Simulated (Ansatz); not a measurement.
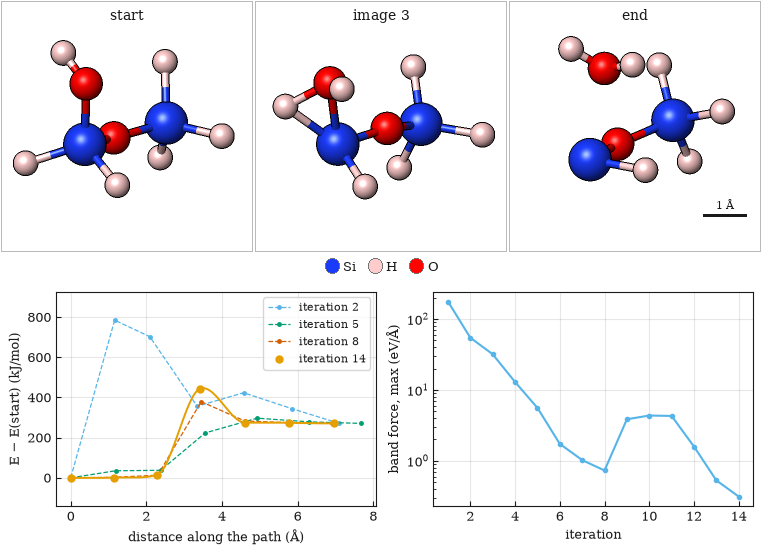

A nudged-elastic-band calculation for Si$_{2}$H$_{6}$O$_{2}$. Images are numbered from 0 (start) to 6 (end). The plot follows the band through its iterations. A ball-and-stick model, seen from a free direction.

The calculation used Ansatz, RHF/6-31G*. Run with 5 movable images; climbing image; force threshold 0.5 eV/Å; iteration limit 60; starting path through a guess of the saddle point.

Q: Judge this run.

A: The run met only a loose threshold, so the barrier can't be trusted yet. The band converged in 14 iterations. The largest component of the band force went from 180 to 0.31 eV/Å. The climbing image converged on the top of the path. Its curvatures weren't checked. The force threshold is so loose that the height of the top is at best an upper bound. The first iteration put the highest image at 2707.3 kJ/mol. The energy climbs by 444.6 kJ/mol to image 3 and then falls by 173.6 kJ/mol, so the end point sits at +270.9 kJ/mol.

Limits of the set-up: Hartree-Fock leaves out electron correlation.
